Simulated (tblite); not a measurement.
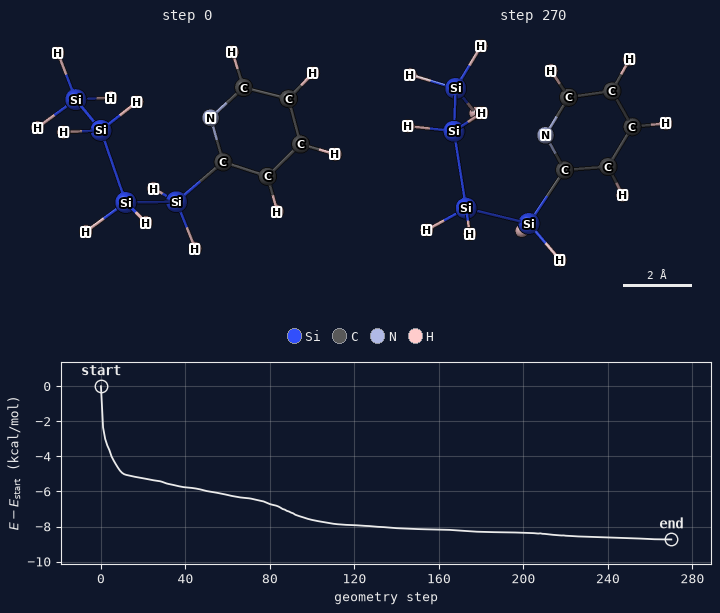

First and last geometry of a relaxation of C5H13NSi4, with the history of the run. A ball-and-stick model, seen face on.

All numbers below come from GFN2-xTB geometry optimisation, gas phase in tblite 0.8.0. 

### Read the history and describe the run.

It converged. The energy falls by 8.74 kcal/mol in 270 geometry steps. The largest move after the best rigid fit is that of an H atom, 2.27 Å. Largest moves by element: H 2.27 Å, Si 1.03 Å, C 0.98 Å, N 0.95 Å. Some distances before and after: C–Si 1.862 → 1.899 Å, C–N 1.356 → 1.322 Å, Si–Si 2.290 → 2.323 Å, H–Si 1.501 → 1.469 Å. Bond angles that change, for instance: Si–Si–H 108.9° → 119.9°, Si–Si–H 110.3° → 117.6°, C–Si–H 112.0° → 105.1°. Groups turn about C–Si by about 55°, Si–Si by about 50°, Si–Si by about 35°. The run took 4 s on 1 thread of Arm Neoverse V1, on a shared host.

```tsv
step	E − E(0), kcal/mol
0	0.00
1	-2.35
2	-3.00
3	-3.37
4	-3.64
5	-4.00
6	-4.23
7	-4.44
8	-4.63
9	-4.81
10	-4.94
24	-5.34
37	-5.70
51	-5.99
65	-6.32
78	-6.62
92	-7.33
106	-7.76
119	-7.91
133	-8.02
147	-8.13
161	-8.17
174	-8.26
188	-8.32
202	-8.36
215	-8.48
229	-8.58
243	-8.63
256	-8.69
270	-8.74
```
